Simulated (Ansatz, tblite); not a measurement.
# SiH2Me(NMeEt) (C4H13NSi): charged states by level of theory

What does removing or adding an electron cost or gain for SiH2Me(NMeEt) (C4H13NSi)? Each charged state is run at several levels.

Method: as each input shows; program: Ansatz 0.2.0, Gaussian basis.

The runs, in order: charge +1 doublet, at the geometry of the singlet (PBE0-D4/def2-TZVP, PBE-D4/def2-TZVP, LC-ωPBE/def2-TZVP, CCSD(T)/def2-SVP); charge -1 doublet, at the geometry of the singlet (PBE0-D4/def2-TZVPD, PBE-D4/def2-TZVPD, LC-ωPBE/def2-TZVPD); the starting singlet's energies come from earlier runs.

5 further runs of the same task are left out: 1 that didn't finish, 4 set aside as unsound or not needed.

## 1. The structure

The singlet was relaxed beforehand with r2SCAN-D4/def2-SVP.

19 atoms, charge 0, spin multiplicity 1.

Atoms are counted from 1 here; the program's logs count them from 0.

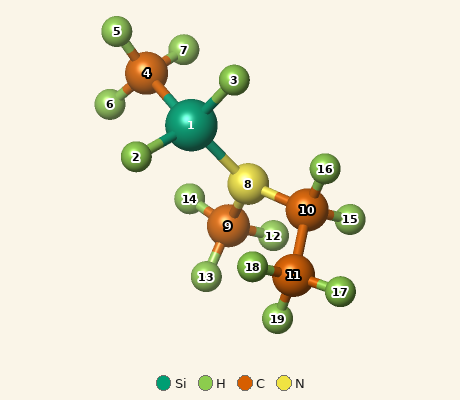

The structure; silicon teal, hydrogen green, carbon orange, nitrogen yellow; atoms are numbered from 1 in the order of the file.

## 2. Charge +1 doublet at the fixed geometry, PBE0-D4/def2-TZVP

Input file in.yaml:

```yaml
crystal:
  periodic: [false, false, false]
  atoms:
    - {symbol: Si, position_ang: [0.643620, 1.300492, 0.250688]}
    - {symbol: H, position_ang: [1.489907, 1.089772, 1.480963]}
    - {symbol: H, position_ang: [1.576119, 1.648590, -0.866265]}
    - {symbol: C, position_ang: [-0.529242, 2.718290, 0.619227]}
    - {symbol: H, position_ang: [0.049960, 3.636334, 0.811360]}
    - {symbol: H, position_ang: [-1.142900, 2.529612, 1.514682]}
    - {symbol: H, position_ang: [-1.204587, 2.909749, -0.229975]}
    - {symbol: N, position_ang: [-0.235861, -0.106774, -0.284114]}
    - {symbol: C, position_ang: [-1.431633, -0.554609, 0.399579]}
    - {symbol: C, position_ang: [0.407680, -1.117612, -1.111494]}
    - {symbol: C, position_ang: [1.094226, -2.247243, -0.342631]}
    - {symbol: H, position_ang: [-2.136496, -1.015718, -0.318961]}
    - {symbol: H, position_ang: [-1.244753, -1.300723, 1.199905]}
    - {symbol: H, position_ang: [-1.953464, 0.296830, 0.864122]}
    - {symbol: H, position_ang: [-0.353376, -1.548710, -1.794066]}
    - {symbol: H, position_ang: [1.148268, -0.614352, -1.757740]}
    - {symbol: H, position_ang: [1.555728, -2.968473, -1.036443]}
    - {symbol: H, position_ang: [1.885632, -1.851565, 0.314906]}
    - {symbol: H, position_ang: [0.381159, -2.803881, 0.286257]}
basis:
  gaussian: {orbitals: def2-TZVP}
total_charge: 1
magnetization: {spin_polarized: true, initial_magnetization: 1}
hamiltonian: {xc: pbe0, dispersion: d4}
scf: {omitted_lower_state_checks: [starts]}
output: {orbitals: {seedname: orbitals}}
```

Launch:

```bash
> ansatz run in.yaml --threads 4 --pin off --events-out ev --progress --plain --max-ram 4787MiB
```

Standard output:

```text
Functional definition: PBE0
  name "PBE0"
  cite "Adamo & Barone, J. Chem. Phys. 110, 6158 (1999) doi:10.1063/1.478522"
  cite "Perdew, Burke & Ernzerhof, Phys. Rev. Lett. 77, 3865 (1996) doi:10.1103/PhysRevLett.77.3865"
  parent pbe
  parameter a = 0.25
  parameter kappa = 0.804
  parameter beta = 0.06672455060314922
  exchange = (1 - a)*pbe_x(kappa = kappa, mu = beta*pi^2/3) + a*exact_x
  correlation = pbe_c(beta = beta)
these checks for a lower state are left out or cut short: starts
1715 factors; their error is unknown
mean field evaluation 1: about -13686.9109 eV, gradient 7.1e1 eV
mean field evaluation 2: about -13634.5357 eV, gradient 1.2e2 eV
mean field evaluation 4: about -13710.8929 eV, gradient 1.7e1 eV
mean field evaluation 8: about -13712.3283 eV, gradient 2.6e-1 eV
mean field evaluation 16: about -13712.3435 eV, gradient 8.6e-4 eV
mean field -13712.34352388 eV, -503.9193299422 hartree, gradient 1.5e-5 eV, S^2 0.756291; 0 other end points of the search recorded, 0 dependent functions left out
reference -13712.34356213 eV, -503.9193313480 hartree; 29, 28 occupied and 241, 242 virtual orbitals, 1715 factors
Total energy: -13712.66673395 eV, -503.9312076933 hartree
Checks for a lower state left out: starts
```

Run time: 26 s. Hardware: 4 threads of Intel Xeon at 2.50GHz, shared host; peak memory 1.1 GiB.

Report: HOMO -13.42 eV, LUMO -9.75 eV (over both spins); ⟨S²⟩ 0.756 (pure: 0.75).

## 3. Charge +1 doublet at the fixed geometry, PBE-D4/def2-TZVP

start.molden holds the orbitals of an earlier run on this state, given as this run's starting guess.

Changes to in.yaml since step 2:

```diff
@@ -23,6 +23,6 @@
 basis:
-  gaussian: {orbitals: def2-TZVP}
+  gaussian: {orbitals: def2-TZVP, initial_orbitals: start.molden}
 total_charge: 1
 magnetization: {spin_polarized: true, initial_magnetization: 1}
-hamiltonian: {xc: pbe0, dispersion: d4}
+hamiltonian: {xc: pbe, dispersion: d4}
 scf: {omitted_lower_state_checks: [starts]}
```

The command is unchanged.

Standard output:

```text
Functional definition: PBE
  name "PBE"
  cite "Perdew, Burke & Ernzerhof, Phys. Rev. Lett. 77, 3865 (1996) doi:10.1103/PhysRevLett.77.3865"
  parent pbe
  parameter kappa = 0.804
  parameter beta = 0.06672455060314922
  exchange = pbe_x(kappa = kappa, mu = beta*pi^2/3)
  correlation = pbe_c(beta = beta)
these checks for a lower state are left out or cut short: starts
1699 factors; their error is unknown
mean field evaluation 1: about -13710.5147 eV, gradient 7.8e0 eV
mean field evaluation 2: about -13710.6786 eV, gradient 2.4e-1 eV
mean field evaluation 4: about -13710.6299 eV, gradient 1.2e-2 eV
mean field evaluation 8: about -13710.6299 eV, gradient 2.3e-5 eV
mean field -13710.62989288 eV, -503.8563551647 hartree, gradient 2.3e-5 eV, S^2 0.753234; 0 other end points of the search recorded, 0 dependent functions left out
reference -13710.62994368 eV, -503.8563570315 hartree; 29, 28 occupied and 241, 242 virtual orbitals, 1699 factors
Total energy: -13711.01010549 eV, -503.8703277201 hartree
Checks for a lower state left out: starts
```

Run time: 19 s. Hardware: 4 threads of Intel Xeon at 2.50GHz, shared host.

From the report: HOMO -11.94 eV, LUMO -10.74 eV (over both spins); ⟨S²⟩ 0.753 (pure: 0.75).

## 4. Charge +1 doublet at the fixed geometry, LC-ωPBE/def2-TZVP

Changes to in.yaml since step 3:

```diff
@@ -26,3 +26,3 @@
 magnetization: {spin_polarized: true, initial_magnetization: 1}
-hamiltonian: {xc: pbe, dispersion: d4}
+hamiltonian: {xc: {name: LC-wPBE}}
 scf: {omitted_lower_state_checks: [starts]}
```

Same command.

Standard output (excerpt; [...] marks lines left out):

```text
Functional definition: LC-wPBE
  name "LC-wPBE"
  cite "Vydrov & Scuseria, J. Chem. Phys. 125, 234109 (2006) doi:10.1063/1.2409292"
  cite "Heyd & Scuseria, J. Chem. Phys. 120, 7274 (2004) doi:10.1063/1.1668634"
  cite "Ernzerhof & Perdew, J. Chem. Phys. 109, 3313 (1998) doi:10.1063/1.476928"
  cite "Perdew, Burke & Ernzerhof, Phys. Rev. Lett. 77, 3865 (1996) doi:10.1103/PhysRevLett.77.3865"
  parent pbe
[...]
1699 factors; their error is unknown
627 factors; integrals over basis functions are off by at most 1.7e-5 eV
[...]
mean field -13716.79555992 eV, -504.0829392489 hartree, gradient 1.3e-5 eV, S^2 0.756608; 0 other end points of the search recorded, 0 dependent functions left out
reference -13716.79555993 eV, -504.0829392493 hartree; 29, 28 occupied and 241, 242 virtual orbitals, 1699 factors
Total energy: -13716.79555993 eV, -504.0829392493 hartree
Checks for a lower state left out: starts
```

Run time: 31 s. Hardware: 4 threads of Intel Xeon at 2.50GHz, shared host; peak memory 0.76 GiB.

From the report: HOMO -16.18 eV, LUMO -7.49 eV (over both spins); ⟨S²⟩ 0.757 (pure: 0.75).

## 5. Charge +1 doublet at the fixed geometry, CCSD(T)/def2-SVP

Changes to in.yaml since step 4:

```diff
@@ -23,7 +23,7 @@
 basis:
-  gaussian: {orbitals: def2-TZVP, initial_orbitals: start.molden}
+  gaussian: {orbitals: def2-SVP, initial_orbitals: start.molden}
 total_charge: 1
 magnetization: {spin_polarized: true, initial_magnetization: 1}
-hamiltonian: {xc: {name: LC-wPBE}}
-scf: {omitted_lower_state_checks: [starts]}
+correlation: {method: ccsd_t}
+scf: {omitted_lower_state_checks: [starts, cluster_reference]}
 output: {orbitals: {seedname: orbitals}}
```

Same command.

Standard output (excerpt; [...] marks lines left out):

```text
Functional definition: HF
  name "HF"
  cite "Fock, Z. Phys. 61, 126 (1930) doi:10.1007/BF01340294"
  parent pbe
[...]
1572 factors; integrals over basis functions are off by at most 1.1e-3 eV
[...]
mean field -13658.34087178 eV, -501.9347690821 hartree, gradient 2.4e-6 eV, S^2 0.765248; 0 other end points of the search recorded, 0 dependent functions left out
10 core orbitals not correlated: weight in the atoms' cores, before any rotation towards them, 1.000 or more for the frozen orbitals, at most 0.000 for the correlated occupied ones
reference -13658.34087178 eV, -501.9347690821 hartree; 19, 18 occupied and 124, 125 virtual orbitals, 1572 factors
second order -22.07942022 eV of doubles, -0.00000000 eV of singles
cycle   1  -23.78415698 eV  change    -1.7e0 eV  update   1.1e-1
[...]
cycle  12  -24.64113196 eV  change   -5.1e-6 eV  update   2.7e-5
perturbative correction -0.72203815 eV, -0.0265344127 hartree
Total energy: -13683.70404189 eV, -502.8668483918 hartree
Checks for a lower state left out: starts, cluster_reference
```

Wall time 4.6 min (4 threads of Intel Xeon at 2.50GHz, shared host); peak memory 3.6 GiB.

Hartree-Fock HOMO -16.79 eV, LUMO -4.89 eV (over both spins); ⟨S²⟩ 0.765 (pure: 0.75); T1 0.017.

## 6. Vertical ionisation energy

Charged state less starting state, singlet to doublet; the starting state's energies are those of its earlier runs.

Differences are taken before rounding.

```csv
method,vertical ionisation energy (eV),from CCSD(T)/def2-SVP (eV),time
HF/def2-SVP,7.07,-0.92,
PBE-D4/def2-TZVP,7.91,-0.08,30 s
PBE0-D4/def2-TZVP,8.03,+0.05,40 s
LC-ωPBE/def2-TZVP,8.23,+0.25,48 s
MP2/def2-SVP,8.22,+0.23,
CCSD/def2-SVP,7.97,-0.02,
CCSD(T)/def2-SVP,7.98,0,5.6 min
```

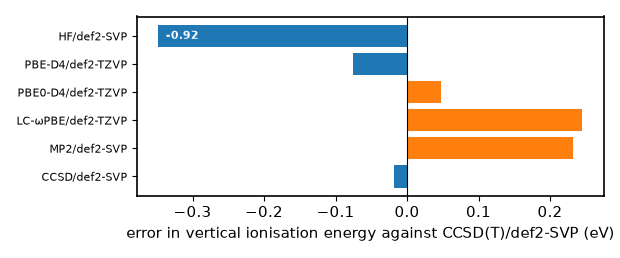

How far each level lands from CCSD(T)/def2-SVP. Bars with a number in them are cut short.

Times add the two runs; a level without a time comes out of a correlated run.

Beside −ε(HOMO) of the starting state:

```csv
level,−ε(HOMO) (eV),by difference (eV),mismatch (eV)
PBE-D4/def2-TZVP,4.91,7.91,-3.00
PBE0-D4/def2-TZVP,6.20,8.03,-1.83
LC-ωPBE/def2-TZVP,8.88,8.23,+0.65
```

## 7. Charge -1 doublet at the fixed geometry, PBE0-D4/def2-TZVPD

Changes to in.yaml since step 5:

```diff
@@ -23,7 +23,7 @@
 basis:
-  gaussian: {orbitals: def2-SVP, initial_orbitals: start.molden}
-total_charge: 1
+  gaussian: {orbitals: def2-TZVPD}
+total_charge: -1
 magnetization: {spin_polarized: true, initial_magnetization: 1}
-correlation: {method: ccsd_t}
-scf: {omitted_lower_state_checks: [starts, cluster_reference]}
+hamiltonian: {xc: pbe0, dispersion: d4}
+scf: {omitted_lower_state_checks: [starts]}
 output: {orbitals: {seedname: orbitals}}
```

Launched as before.

Standard output (excerpt; [...] marks lines left out):

```text
Functional definition: PBE0
  name "PBE0"
  cite "Adamo & Barone, J. Chem. Phys. 110, 6158 (1999) doi:10.1063/1.478522"
  cite "Perdew, Burke & Ernzerhof, Phys. Rev. Lett. 77, 3865 (1996) doi:10.1103/PhysRevLett.77.3865"
  parent pbe
[...]
1834 factors; their error is unknown
[...]
mean field -13719.25434221 eV, -504.1732978316 hartree, gradient 5.2e-6 eV, S^2 0.750218; 0 other end points of the search recorded, 0 dependent functions left out
reference -13719.25438608 eV, -504.1732994439 hartree; 30, 29 occupied and 315, 316 virtual orbitals, 1834 factors
Total energy: -13719.66780389 eV, -504.1884922682 hartree
Checks for a lower state left out: starts
```

It took 2.4 min on 4 threads of Intel Xeon at 2.50GHz, shared host; peak memory 1.4 GiB.

Report: HOMO 2.02 eV, LUMO 2.98 eV (over both spins); ⟨S²⟩ 0.750 (pure: 0.75). Doubts: highest occupied level lies above zero.

## 8. Charge -1 doublet at the fixed geometry, PBE-D4/def2-TZVPD

Changes to in.yaml since step 7:

```diff
@@ -23,6 +23,6 @@
 basis:
-  gaussian: {orbitals: def2-TZVPD}
+  gaussian: {orbitals: def2-TZVPD, initial_orbitals: start.molden}
 total_charge: -1
 magnetization: {spin_polarized: true, initial_magnetization: 1}
-hamiltonian: {xc: pbe0, dispersion: d4}
+hamiltonian: {xc: pbe, dispersion: d4}
 scf: {omitted_lower_state_checks: [starts]}
```

Same command.

Standard output:

```text
Functional definition: PBE
  name "PBE"
  cite "Perdew, Burke & Ernzerhof, Phys. Rev. Lett. 77, 3865 (1996) doi:10.1103/PhysRevLett.77.3865"
  parent pbe
  parameter kappa = 0.804
  parameter beta = 0.06672455060314922
  exchange = pbe_x(kappa = kappa, mu = beta*pi^2/3)
  correlation = pbe_c(beta = beta)
these checks for a lower state are left out or cut short: starts
1813 factors; their error is unknown
mean field evaluation 1: about -13717.5311 eV, gradient 7.9e0 eV
mean field evaluation 2: about -13717.6691 eV, gradient 1.6e-1 eV
mean field evaluation 4: about -13717.6013 eV, gradient 1.6e-2 eV
mean field evaluation 8: about -13717.6012 eV, gradient 2.1e-5 eV
mean field evaluation 16: about -13717.6012 eV, gradient 9.1e-6 eV
mean field -13717.60118818 eV, -504.1125455417 hartree, gradient 9.1e-6 eV, S^2 0.750214; 0 other end points of the search recorded, 0 dependent functions left out
reference -13717.60124644 eV, -504.1125476824 hartree; 30, 29 occupied and 315, 316 virtual orbitals, 1813 factors
Total energy: -13718.08695642 eV, -504.1303971953 hartree
Checks for a lower state left out: starts
```

Wall time 44 s (4 threads of Intel Xeon at 2.50GHz, shared host); peak memory 0.73 GiB.

From the report: HOMO 2.20 eV, LUMO 2.51 eV (over both spins); ⟨S²⟩ 0.750 (pure: 0.75). Doubts: highest occupied level lies above zero.

## 9. Charge -1 doublet at the fixed geometry, LC-ωPBE/def2-TZVPD

Changes to in.yaml since step 8:

```diff
@@ -26,3 +26,3 @@
 magnetization: {spin_polarized: true, initial_magnetization: 1}
-hamiltonian: {xc: pbe, dispersion: d4}
+hamiltonian: {xc: {name: LC-wPBE}}
 scf: {omitted_lower_state_checks: [starts]}
```

The command is unchanged.

Standard output (excerpt; [...] marks lines left out):

```text
Functional definition: LC-wPBE
  name "LC-wPBE"
  cite "Vydrov & Scuseria, J. Chem. Phys. 125, 234109 (2006) doi:10.1063/1.2409292"
  cite "Heyd & Scuseria, J. Chem. Phys. 120, 7274 (2004) doi:10.1063/1.1668634"
  cite "Ernzerhof & Perdew, J. Chem. Phys. 109, 3313 (1998) doi:10.1063/1.476928"
  cite "Perdew, Burke & Ernzerhof, Phys. Rev. Lett. 77, 3865 (1996) doi:10.1103/PhysRevLett.77.3865"
  parent pbe
[...]
1813 factors; their error is unknown
977 factors; integrals over basis functions are off by at most 5.1e-6 eV
[...]
mean field -13723.54490258 eV, -504.3309730170 hartree, gradient 4.5e-6 eV, S^2 0.750425; 0 other end points of the search recorded, 0 dependent functions left out
reference -13723.54490259 eV, -504.3309730174 hartree; 30, 29 occupied and 315, 316 virtual orbitals, 1813 factors
Total energy: -13723.54490259 eV, -504.3309730174 hartree
Checks for a lower state left out: starts
```

Wall time 2.3 min (4 threads of Intel Xeon at 2.50GHz, shared host); peak memory 1.7 GiB.

From the report: HOMO 1.36 eV, LUMO 4.24 eV (over both spins); ⟨S²⟩ 0.750 (pure: 0.75). Doubts: highest occupied level lies above zero.

## 10. Vertical electron affinity

Starting state less charged state (positive: the electron is bound), singlet to doublet; the starting state's energies are those of its earlier runs.

```csv
level,vertical electron affinity (eV),time
PBE-D4/def2-TZVPD,-0.87,63 s
PBE0-D4/def2-TZVPD,-1.06,2.7 min
LC-ωPBE/def2-TZVPD,-1.51,2.8 min
```

Times add the two runs; a level without a time comes out of a correlated run.

Beside −ε(LUMO) of the starting state:

```csv
level,−ε(LUMO) (eV),by difference (eV),mismatch (eV)
PBE-D4/def2-TZVPD,0.39,-0.87,+1.26
PBE0-D4/def2-TZVPD,-0.23,-1.06,+0.83
LC-ωPBE/def2-TZVPD,-1.67,-1.51,-0.16
```

## 11. Results

| quantity | value |
| --- | --- |
| vertical ionisation energy, functionals in def2-TZVP | 7.91 (PBE-D4) to 8.23 eV (LC-ωPBE) |
| vertical ionisation energy, CCSD(T)/def2-SVP | 7.98 eV |
| vertical electron affinity, functionals in def2-TZVPD | -1.51 (LC-ωPBE) to -0.87 eV (PBE-D4) |

The vertical ionisation energy spans 7.91 to 8.23 eV over the functionals, beside 7.98 eV from CCSD(T)/def2-SVP. −ε(HOMO) misses the level's own difference by +0.65 eV at best (LC-ωPBE) and -3.00 eV at worst (PBE-D4). The yardstick is in a double-zeta basis, so levels in larger sets aren't compared like for like. CCSD(T)/def2-SVP isn't at the basis-set limit; small misses against it rank nothing. The vertical electron affinity spans -1.51 to -0.87 eV over the functionals. A negative affinity means an unbound electron, held by the basis alone. −ε(LUMO) misses the level's own difference by -0.16 eV at best (LC-ωPBE) and +1.26 eV at worst (PBE-D4).
